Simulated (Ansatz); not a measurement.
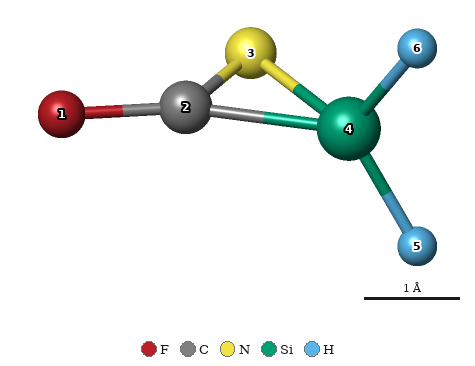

Fig. 1: The input geometry (ball-and-stick view, seen at a tilt; atoms are numbered from 1 in the order of the input).

## Phonon calculation, with input and output: CH₂FNSi

- system: CH₂FNSi, SMILES FC1=N[SiH2]1
- method: RKS PBE0-D4/def2-TZVP (Ansatz 0.2.0)

The geometry comes from this level: PBE0-D4/def2-TZVP. Figures and captions count atoms from 1; the log counts them from 0 in places.

## The input
```yaml
crystal:
  periodic: [false, false, false]
  atoms:
    - {symbol: F, position_ang: [1.423081, -1.608338, 0.851535]}
    - {symbol: C, position_ang: [0.512982, -0.815358, 0.333647]}
    - {symbol: N, position_ang: [-0.624058, -1.110874, -0.124507]}
    - {symbol: Si, position_ang: [-0.284402, 0.654599, -0.233932]}
    - {symbol: H, position_ang: [0.001747, 1.243412, -1.557545]}
    - {symbol: H, position_ang: [-0.987252, 1.572658, 0.684601]}
basis:
  gaussian: {orbitals: def2-TZVP}
hamiltonian: {xc: pbe0, dispersion: d4}
phonons: {temperatures: {t_min: 298.15, t_max: 900, t_step: 200}}
```

Run as:
```bash
ansatz run in.yaml --threads 2 --pin off --events-out ev --progress --plain --max-ram 4352MiB
```

## The program's output
```
Functional definition: PBE0
  name "PBE0"
  cite "Adamo & Barone, J. Chem. Phys. 110, 6158 (1999) doi:10.1063/1.478522"
  cite "Perdew, Burke & Ernzerhof, Phys. Rev. Lett. 77, 3865 (1996) doi:10.1103/PhysRevLett.77.3865"
  parent pbe
  parameter a = 0.25
  parameter kappa = 0.804
  parameter beta = 0.06672455060314922
  exchange = (1 - a)*pbe_x(kappa = kappa, mu = beta*pi^2/3) + a*exact_x
  correlation = pbe_c(beta = beta)
847 factors; their error is unknown
mean field evaluation 1: about -13140.0596 eV, gradient 5.3e1 eV
mean field evaluation 2: about -13122.5347 eV, gradient 9.4e1 eV
mean field evaluation 4: about -13145.6352 eV, gradient 6.6e0 eV
mean field evaluation 8: about -13145.7645 eV, gradient 3.1e-1 eV
mean field evaluation 16: about -13145.7646 eV, gradient 1.9e-5 eV
mean field -13145.76464382 eV, -483.0979401409 hartree, gradient 1.9e-5 eV, S^2 0.000000; 0 other end points of the search recorded, 0 dependent functions left out
the calculation of the forces begins
reference -13145.76466905 eV, -483.0979410681 hartree; 19, 19 occupied and 123, 123 virtual orbitals, 847 factors
these checks for a lower state are left out or cut short: stability, starts, cluster_reference, orbital_swaps, neighbouring_geometries, increment
847 factors; their error is unknown
mean field -13145.76457395 eV, -483.0979375736 hartree, gradient 1.3e-6 eV, S^2 0.000000; 0 other end points of the search recorded, 0 dependent functions left out
[... from here on the field's lines of each further geometry are left out, up to the last ...]
the calculation of the forces begins
reference -13145.76464227 eV, -483.0979400840 hartree; 19, 19 occupied and 123, 123 virtual orbitals, 847 factors
these checks for a lower state are left out or cut short: stability, starts, cluster_reference, orbital_swaps, neighbouring_geometries, increment
847 factors; their error is unknown
mean field -13145.76461702 eV, -483.0979391560 hartree, gradient 1.3e-6 eV, S^2 0.000000; 0 other end points of the search recorded, 0 dependent functions left out
the calculation of the forces begins
reference -13145.76464224 eV, -483.0979400831 hartree; 19, 19 occupied and 123, 123 virtual orbitals, 847 factors
Total energy: -13145.85198569 eV, -483.1011498955 hartree
Atom 0 at     1.423081    -1.608338     0.851535 Å, force    -0.002916     0.002236    -0.001616 eV/Å
Atom 1 at     0.512982    -0.815358     0.333647 Å, force     0.001638    -0.002427     0.001072 eV/Å
Atom 2 at    -0.624058    -1.110874    -0.124507 Å, force     0.001453    -0.000482     0.000722 eV/Å
Atom 3 at    -0.284402     0.654599    -0.233932 Å, force    -0.000700     0.000538    -0.000390 eV/Å
Atom 4 at     0.001747     1.243412    -1.557545 Å, force     0.000322     0.000050    -0.000017 eV/Å
Atom 5 at    -0.987252     1.572658     0.684601 Å, force     0.000203     0.000084     0.000230 eV/Å
Dipole moment:     0.023829     0.562777    -0.072129 e Å
Vibrations: 371.70 379.88 545.65 648.60 668.48 716.06 750.90 974.17 1298.32 1711.75 2266.29 2284.51 cm⁻¹, zero-point energy 0.782112 eV
```

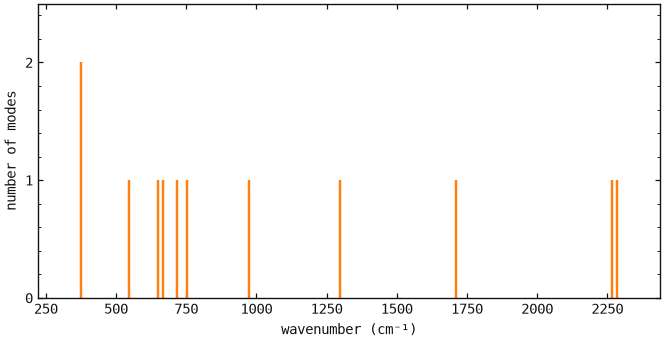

Fig. 2: Harmonic vibrational wavenumbers from the force constants; neighbouring modes closer than 9 cm⁻¹ are counted in one stick. 12 modes from 372 to 2285 cm⁻¹, none imaginary.

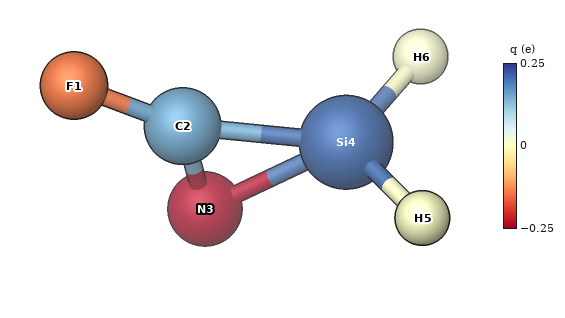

Fig. 3: Mulliken charges, as the colour of each atom (ball-and-stick view, seen at a tilt; atoms are numbered from 1 in the order of the input). By element: F −0.14, C +0.15, N −0.24, Si +0.21 and H +0.01 e.

## Results in brief

| quantity | value |
| --- | --- |
| outcome | converged |
| total energy | −13145.8520 eV |
| mean-field energy | −13145.7647 eV |
| dispersion energy | −0.0873 eV |
| largest force (length of the vector) | 0.004 eV/Å |
| dipole moment | 2.73 D |
| hardware | 2 threads of AMD EPYC, 11 GiB of memory available, shared host |
| wall time | 50 s (CPU time 97 s) |
| peak memory | 0.32 GiB |
